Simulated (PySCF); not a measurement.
CH7AlO3, singlet at its PBE0/def2-SVP optimised geometry (Å):

```
12

Al    -0.4959    -1.5245     0.0000
H     -1.2783    -2.0108     1.2964
O     -1.2603    -1.6989    -1.5393
H     -2.0576    -2.2112    -1.6748
O      1.2517    -1.5245     0.0000
H      1.8418    -2.2620     0.1489
C     -0.7847     1.2899    -0.9898
O     -0.2308     0.4278     0.0000
H     -0.2727     2.2620    -0.9594
H     -1.8418     1.4372    -0.7370
H     -0.7184     0.8364    -1.9889
H      0.7416     0.3357    -0.0814
```

Computed with PBE0/def2-TZVP (PySCF 2.14.0). Cells within 0.4 Å of a nucleus heavier than hydrogen are left out (blank, or x).

Map of the Laplacian of the electron density (e/bohr⁵), clipped to [-1.50, 1.50] on the plane z = 0.0 Å:

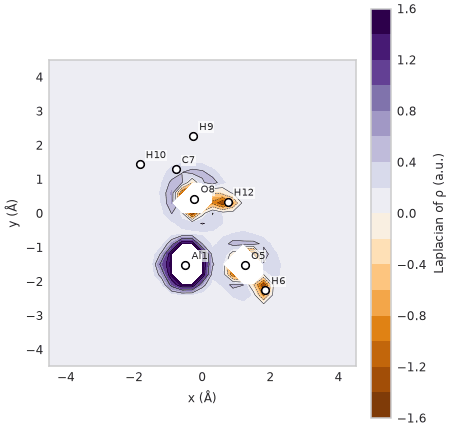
Fig. 1. Laplacian of the electron density (e/bohr⁵), clipped to [-1.50, 1.50] on the plane z = 0.0 Å.
